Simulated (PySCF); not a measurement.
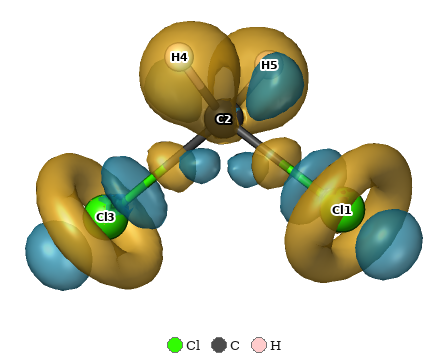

Figure 1: CH$_{2}$Cl$_{2}$, SMILES `ClCCl`. Deformation density (molecule less spherical, spin-averaged free atoms at the same positions), surfaces at ±0.1 e/Å³; yellow: gain, teal: loss.

Level of theory: B3LYP/def2-SVPD (PySCF), at a geometry from GFN2-xTB. No frequency check shows the geometry to be a minimum. GFN2-xTB bond lengths at metals and heavier atoms can be off by up to 0.1 Å and shapes distorted, which carries into these values.

Coordinates in Å:

```
Cl1      1.4619   -0.2195    0.0000
C2      -0.0000    0.7810    0.0000
Cl3     -1.4619   -0.2195    0.0000
H4       0.0000    1.3893    0.9030
H5      -0.0000    1.3893   -0.9030
```

Question: How much density has each bond gained at its critical point, relative to the free atoms?

Answer: C2–H4 and C2–H5: +0.79 e/Å³ at the bond critical point (bond length 1.09 Å). C2–Cl3 and Cl1–C2: +0.20 e/Å³ at the bond critical point (bond length 1.77 Å). In all, 1.2 electrons gather in the regions of gain relative to the promolecule.

Question: Where do the Hirshfeld charges lie?

Answer: The highest Hirshfeld charge is on H4 and H5 (+0.06 e), the lowest on Cl1 and Cl3 (−0.07 e).
